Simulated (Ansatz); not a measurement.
**AlBH6OSi: rigid scan of one bond length from a Python script**

How does the energy of AlBH6OSi change as one bond is stretched? A script is to give a rigid scan of one bond length; the system is AlBH6OSi. SMILES: [BH2][AlH][O][SiH3].

Program: Ansatz 0.2.0, driven from Python. Level of theory: PBE0/def2-SVP. These are calculated values, not measurements.

### 1 The system

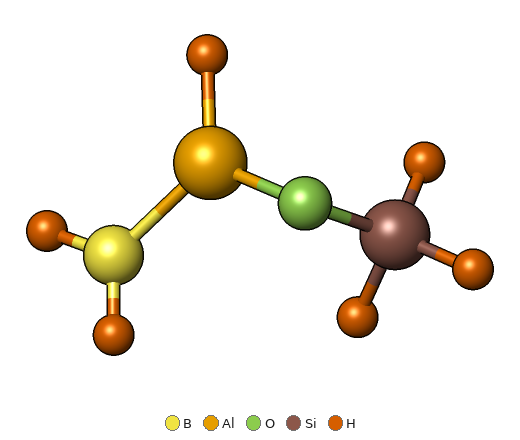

The structure that the script starts from, seen from a chosen angle (boron yellow, aluminium amber, oxygen green, silicon brown, hydrogen orange).

No structure file is read: the coordinates are typed or built in the script.

### 2 The code

Input file scan_albh6osi.py:

```python
"""Stretching a bond of AlBH6OSi, the rest held rigid."""

from dataclasses import dataclass

import ansatz as az
from ase import Atoms
import numpy as np


@dataclass(frozen=True)
class RunConfig:
    basis_set: str = "def2-SVP"
    functional: str = "pbe0"


cfg = RunConfig()


def main() -> None:
    atoms = Atoms(["B", "Al", "O", "Si", "H", "H", "H", "H", "H", "H"], positions=[
        [-1.6004, 1.5564, 0.0032],
        [0.3305, 1.0955, 0.2668],
        [0.7391, -0.4286, 1.1748],
        [0.9099, -1.6668, 0.0044],
        [-2.4963, 0.899, 0.4096],
        [-1.9329, 2.5936, -0.6106],
        [1.5132, 2.0253, -0.3337],
        [1.2196, -2.9275, 0.6622],
        [-0.4717, -1.8184, -0.6001],
        [1.8722, -1.3796, -0.9735],
    ])
    system = az.Crystal.molecule_from_ase(atoms)

    symbols = [site.symbol for site in system.cartesian_sites]
    start = np.array([site.position_ang for site in system.cartesian_sites])
    axis = (start[3] - start[2]) / np.linalg.norm(start[3] - start[2])
    moving = [3, 7, 8, 9]
    lengths, energies = [1.46, 1.58, 1.71, 1.88, 2.14, 2.57, 3.08, 3.77], []
    for length in lengths:
        xyz = start.copy()
        xyz[moving] += (length - np.linalg.norm(start[3] - start[2])) * axis
        point = az.Crystal.molecule()
        for symbol, place in zip(symbols, xyz):
            point = point.atom(symbol, place.tolist())
        setup = (
            point.calculation()
            .basis(gaussian=cfg.basis_set)
            .functional(cfg.functional)
        )
        r = setup.run().report
        energies.append(r["free_energy_ev"])
        print(f"r = {length:6.3f} A  E = {energies[-1]:.5f} eV  <S^2> = {abs(r['mean_field']['state']['spin_squared']):.3f}")

    print("energy above the lowest point (eV):", [round(e - min(energies), 3) for e in energies])


if __name__ == "__main__":
    main()
```

### 3 The calls as engine input

The engine receives this input (first run):

```yaml
crystal:
  periodic: [false, false, false]
  atoms:
    - { symbol: B, position_ang: [-1.6004, 1.5564, 0.0032] }
    - { symbol: Al, position_ang: [0.3305, 1.0955, 0.2668] }
    - { symbol: O, position_ang: [0.7391, -0.4286, 1.1748] }
    - { symbol: Si, position_ang: [0.8847289691819612, -1.4843247637066994, 0.17688345708098777] }
    - { symbol: H, position_ang: [-2.4963, 0.899, 0.4096] }
    - { symbol: H, position_ang: [-1.9329, 2.5936, -0.6106] }
    - { symbol: H, position_ang: [1.5132, 2.0253, -0.3337] }
    - { symbol: H, position_ang: [1.1944289691819612, -2.7450247637066996, 0.8346834570809878] }
    - { symbol: H, position_ang: [-0.4968710308180389, -1.6359247637066994, -0.4276165429190122] }
    - { symbol: H, position_ang: [1.8470289691819612, -1.1971247637066993, -0.8010165429190123] }
basis:
  gaussian:
    orbitals: def2-SVP
hamiltonian:
  xc: pbe0
```

### 4 Running it

On the command line:

```bash
> python scan_albh6osi.py
```

What it wrote:

```text
r =  1.460 A  E = -17277.77796 eV  <S^2> = 0.000
r =  1.580 A  E = -17278.64539 eV  <S^2> = 0.000
r =  1.710 A  E = -17278.79466 eV  <S^2> = 0.000
r =  1.880 A  E = -17278.37749 eV  <S^2> = 0.000
r =  2.140 A  E = -17277.27094 eV  <S^2> = 0.000
r =  2.570 A  E = -17275.46930 eV  <S^2> = 0.000
r =  3.080 A  E = -17273.93346 eV  <S^2> = 0.000
r =  3.770 A  E = -17272.72202 eV  <S^2> = 0.000
energy above the lowest point (eV): [1.017, 0.149, 0.0, 0.417, 1.524, 3.325, 4.861, 6.073]
```

Wall time 20 s (1 thread of Arm Neoverse V2, shared host); peak memory 0.26 GiB.

### 5 Inputs of later runs

The engine's inputs for some of the other runs:

Run 3, against run 1:

```diff
@@ -7 +7 @@
-    - { symbol: Si, position_ang: [0.8847289691819612, -1.4843247637066994, 0.17688345708098777] }
+    - { symbol: Si, position_ang: [0.9096654365076394, -1.665099552012641, 0.006007336718143206] }
@@ -11,3 +11,3 @@
-    - { symbol: H, position_ang: [1.1944289691819612, -2.7450247637066996, 0.8346834570809878] }
-    - { symbol: H, position_ang: [-0.4968710308180389, -1.6359247637066994, -0.4276165429190122] }
-    - { symbol: H, position_ang: [1.8470289691819612, -1.1971247637066993, -0.8010165429190123] }
+    - { symbol: H, position_ang: [1.2193654365076394, -2.9257995520126414, 0.6638073367181432] }
+    - { symbol: H, position_ang: [-0.4719345634923606, -1.816699552012641, -0.5984926632818568] }
+    - { symbol: H, position_ang: [1.8719654365076395, -1.377899552012641, -0.9718926632818569] }
```

Run 6, against run 1:

```diff
@@ -7 +7 @@
-    - { symbol: Si, position_ang: [0.8847289691819612, -1.4843247637066994, 0.17688345708098777] }
+    - { symbol: Si, position_ang: [0.9954468841079727, -2.2869648237850804, -0.5818065173300421] }
@@ -11,3 +11,3 @@
-    - { symbol: H, position_ang: [1.1944289691819612, -2.7450247637066996, 0.8346834570809878] }
-    - { symbol: H, position_ang: [-0.4968710308180389, -1.6359247637066994, -0.4276165429190122] }
-    - { symbol: H, position_ang: [1.8470289691819612, -1.1971247637066993, -0.8010165429190123] }
+    - { symbol: H, position_ang: [1.3051468841079727, -3.5476648237850803, 0.07599348266995798] }
+    - { symbol: H, position_ang: [-0.38615311589202733, -2.4385648237850805, -1.186306517330042] }
+    - { symbol: H, position_ang: [1.9577468841079728, -1.9997648237850802, -1.5597065173300422] }
```

Run 7, against run 1:

```diff
@@ -7 +7 @@
-    - { symbol: Si, position_ang: [0.8847289691819612, -1.4843247637066994, 0.17688345708098777] }
+    - { symbol: Si, position_ang: [1.0463172774523564, -2.6557453919292016, -0.9303938028702452] }
@@ -11,3 +11,3 @@
-    - { symbol: H, position_ang: [1.1944289691819612, -2.7450247637066996, 0.8346834570809878] }
-    - { symbol: H, position_ang: [-0.4968710308180389, -1.6359247637066994, -0.4276165429190122] }
-    - { symbol: H, position_ang: [1.8470289691819612, -1.1971247637066993, -0.8010165429190123] }
+    - { symbol: H, position_ang: [1.3560172774523565, -3.9164453919292015, -0.27259380287024515] }
+    - { symbol: H, position_ang: [-0.33528272254764363, -2.8073453919292017, -1.5348938028702452] }
+    - { symbol: H, position_ang: [2.0086172774523563, -2.368545391929201, -1.9082938028702452] }
```

### 6 The runs side by side

The 8 runs, in the order started:

| run | distance (Å) | energy from run 3 (eV) | SCF cycles | CPU time (s) |
| --- | --- | --- | --- | --- |
| 1 | 1.46 | 1.0167 | 14 | 2.1 |
| 2 | 1.58 | 0.1493 | 14 | 2.1 |
| 3 | 1.71 | 0.0000 | 15 | 2.1 |
| 4 | 1.88 | 0.4172 | 17 | 2.3 |
| 5 | 2.14 | 1.5237 | 17 | 2.2 |
| 6 | 2.57 | 3.3254 | 18 | 2.2 |
| 7 | 3.08 | 4.8612 | 20 | 2.2 |
| 8 | 3.77 | 6.0726 | 27 | 3.8 |

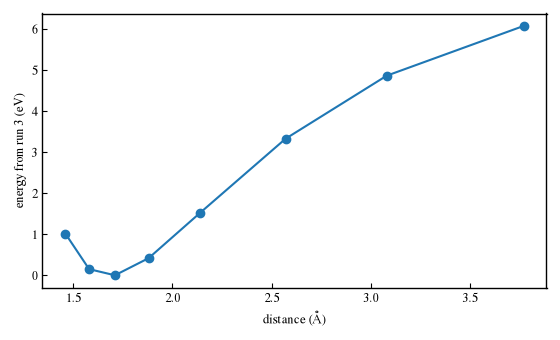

Energy against distance; lines join the points.

### 7 Summary of results

| quantity | value |
| --- | --- |
| runs compared | 8 |
| range of energy | 6.073 eV |
| lowest point, distance (Å) | 1.71 |

The curve has its lowest point inside the range, at 1.71. The ends stand 1.02 and 6.07 eV above it. The distance scanned is the script's pair 2, 3. Caveats:
- The rest of the molecule is held rigid at a force-field or estimated start geometry, and the basis set is modest; single-reference methods fail as a bond breaks.
- The orbitals are restricted, so S² is zero by construction.
- Toward dissociation an unrestricted state lies under the restricted one, by 1 to 2 eV or more.
